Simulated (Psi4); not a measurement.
# InCl3 (SMILES [Cl][In]([Cl])[Cl]): wB97X-D/def2-TZVP (density fitting, core potential, sweep point 3)

Aim: the vertical ionisation energy of InCl3 at wB97X-D/def2-TZVP (density fitting, core potential, sweep point 3), from 2 runs. 

Program for the calculation: Psi4 1.11.

### Step 1. The system as given

InCl3: 4 atoms, total charge 0, spin state singlet. SMILES: `[Cl][In]([Cl])[Cl]`. The coordinates come from a PBE0-D4/def2-TZVP relaxation.

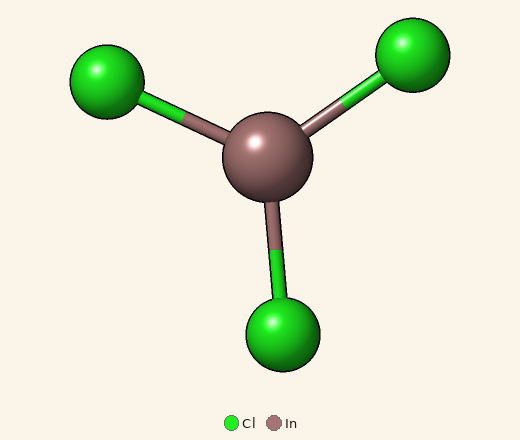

The structure, seen from a chosen angle (chlorine green, indium brown).

### Step 2. The energy at wB97X-D/def2-TZVP (density fitting, core potential, sweep point 3)

The input, input.dat:

```
memory 1600 mb

molecule m {
  0 1
  Cl    -0.202900     0.521500     2.213600
  In     0.014400    -0.014800    -0.005300
  Cl     1.015900    -1.985200    -0.615300
  Cl    -0.772000     1.418300    -1.613200
  symmetry c1
}

set globals {
  puream               true
  scf_type             df
  dft_radial_points    99
  dft_spherical_points 590
}

e, wfn = energy('wb97x-d/def2-TZVP', return_wfn=True)
```

Command:

```
$ psi4 input.dat output.dat -n 1
```

output.dat, shortened:

```text
[...]
    !!!  WARNING: ECP capability is in beta. Please check occupations closely.  !!!
[...]
  Running in c1 symmetry.
[...]
  Nuclear repulsion =  362.685155561282500
[...]
  Multiplicity = 1
[...]
  Nalpha       = 36
  Nbeta        = 36
[...]
    Number of basis functions: 161
[...]
   @DF-RKS iter   1: -1570.86428010372879   -1.12985e+00   3.87619e-03 ADIIS/DIIS
[...]
   @DF-RKS iter   7: -1570.98621631676338   -1.57770e-07   7.91088e-07 DIIS
[...]
    Orbital Energies [Eh]
    ---------------------
    Doubly Occupied:
       1A   -101.704503     2A   -101.704478     3A   -101.704439
       4A     -9.590040     5A     -9.590021     6A     -9.589981
       7A     -7.334257     8A     -7.334239     9A     -7.334197
      10A     -7.329167    11A     -7.329148    12A     -7.329109
      13A     -7.328541    14A     -7.328521    15A     -7.328481
      16A     -4.857605    17A     -3.261917    18A     -3.251699
      19A     -3.251698    20A     -0.963323    21A     -0.961102
      22A     -0.961091    23A     -0.931250    24A     -0.931249
      25A     -0.901415    26A     -0.884115    27A     -0.884087
      28A     -0.555437    29A     -0.469272    30A     -0.469245
      31A     -0.443742    32A     -0.422869    33A     -0.422839
      34A     -0.419397    35A     -0.419392    36A     -0.417758
[...]
  @DF-RKS Final Energy: -1570.98621631676338
   => Energetics <=
    Nuclear Repulsion Energy =            362.6851555612824995
    One-Electron Energy =               -2965.1102859818493016
    Two-Electron Energy =                1105.0899482570607688
    DFT Exchange-Correlation Energy =     -73.6499348867156414
    Empirical Dispersion Energy =          -0.0010992665418291
    VV10 Nonlocal Energy =                  0.0000000000000000
    Total Energy =                      -1570.9862163167633753
[...]
 Multipole Moments:
 ------------------------------------------------------------------------------------
     Multipole            Electronic (a.u.)      Nuclear  (a.u.)        Total (a.u.)
 ------------------------------------------------------------------------------------
 L = 1.  Multiply by 2.5417464519 to convert [e a0] to [Debye]
 Dipole X            :          0.0242671           -0.0230560            0.0012111
 Dipole Y            :          0.0110215           -0.0104800            0.0005415
 Dipole Z            :         -0.0113815            0.0104800           -0.0009015
 Magnitude           :                                                    0.0016040
[...]
```

It took 19 s on 1 thread of AMD EPYC 7R43 (Zen 3), shared host; peak memory 1.2 GiB.

### Step 3. The doublet cation at the same level

The input, input.dat:

```
memory 1600 mb

molecule {
  1 2
  Cl    -0.202900     0.521500     2.213600
  In     0.014400    -0.014800    -0.005300
  Cl     1.015900    -1.985200    -0.615300
  Cl    -0.772000     1.418300    -1.613200
  symmetry c1
}

set globals {
  basis                def2-TZVP
  reference            uks
  puream               true
  scf_type             df
  dft_radial_points    99
  dft_spherical_points 590
  maxiter              100
}

e_tot = energy('wb97x-d')
print_variables()
```

Command:

```
$ psi4 input.dat output.dat -n 1
```

output.dat, shortened:

```text
[...]
    !!!  WARNING: ECP capability is in beta. Please check occupations closely.  !!!
[...]
  Running in c1 symmetry.
[...]
  Nuclear repulsion =  362.685155561282500
[...]
  Multiplicity = 2
[...]
  Nalpha       = 36
  Nbeta        = 35
[...]
    Number of basis functions: 161
[...]
   @DF-UKS iter   1: -1570.48470401752184   -7.50273e-01   3.17799e-03 ADIIS/DIIS
[...]
   @DF-UKS iter  17: -1570.55162645899827   -1.36529e-08   4.02278e-07 DIIS
[...]
   @S^2 Observed:                7.561851445E-01
[...]
  @DF-UKS Final Energy: -1570.55162645899827
   => Energetics <=
    Nuclear Repulsion Energy =            362.6851555612824995
    One-Electron Energy =               -2949.3520130366969170
    Two-Electron Energy =                1089.5755237454884536
    DFT Exchange-Correlation Energy =     -73.4591934625305640
    Empirical Dispersion Energy =          -0.0010992665418291
    VV10 Nonlocal Energy =                  0.0000000000000000
    Total Energy =                      -1570.5516264589982711
[...]
 Multipole Moments:
 ------------------------------------------------------------------------------------
     Multipole            Electronic (a.u.)      Nuclear  (a.u.)        Total (a.u.)
 ------------------------------------------------------------------------------------
 L = 1.  Multiply by 2.5417464519 to convert [e a0] to [Debye]
 Dipole X            :          0.0194641           -0.0230560           -0.0035919
 Dipole Y            :          0.0200477           -0.0104800            0.0095677
 Dipole Z            :          0.0034805            0.0104800            0.0139605
 Magnitude           :                                                    0.0173014
[...]
```

It took 51 s on 1 thread of AMD EPYC 7R43 (Zen 3), shared host; peak memory 1.2 GiB.

### Step 4. What came out

Level: wB97X-D/def2-TZVP (density fitting, core potential, sweep point 3).

| quantity | value |
| --- | --- |
| singlet InCl3: total energy | -1570.98622 Eh |
| singlet InCl3: dipole moment | 0.00 D |
| singlet InCl3: HOMO energy | -11.37 eV |
| singlet InCl3: LUMO energy | -1.24 eV |
| singlet InCl3: HOMO–LUMO gap | 10.13 eV |
| singlet InCl3: dispersion energy | -2.89 kJ/mol |
| doublet cation: total energy | -1570.55163 Eh |
| doublet cation: HOMO energy (highest over α and β) | -16.02 eV |
| doublet cation: LUMO energy (lowest over α and β) | -12.29 eV |
| doublet cation: dispersion energy | -2.89 kJ/mol |
| doublet cation: ⟨S²⟩ | 0.756 |
| vertical ionisation energy (to the doublet cation) | 11.826 eV |

In words: Removing an electron at fixed nuclei costs 11.83 eV (1141 kJ/mol). The negative HOMO energy of the first species, 11.37 eV, lies 0.46 eV below that difference.
